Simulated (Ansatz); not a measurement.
The starting structures come from a database of crystals and need not be the phases stable at ambient conditions.

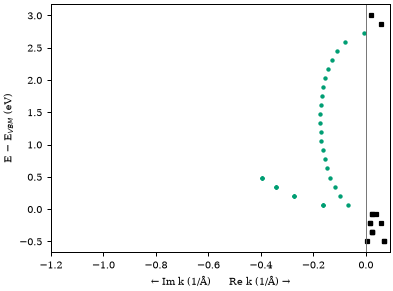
Complex bands at the centre of the two-dimensional zone; r2SCAN (Ansatz, an electronic-structure program)

No gap correction and no spin-orbit coupling; mid-gap values are interpolated between computed energies.

Problem. This is ZnS (P3m1, not sure to be the ambient phase, 28 atoms a cell, 19.6 Å³ an atom) along the normal of (001). Read off the slowest decay at the centre of the two-dimensional zone at 1.33 eV, the computed energy nearest the middle of the gap.

Solution. κ ≈ 0.17 1/Å, a decay length 1/(2κ) of the density of 2.9 Å.
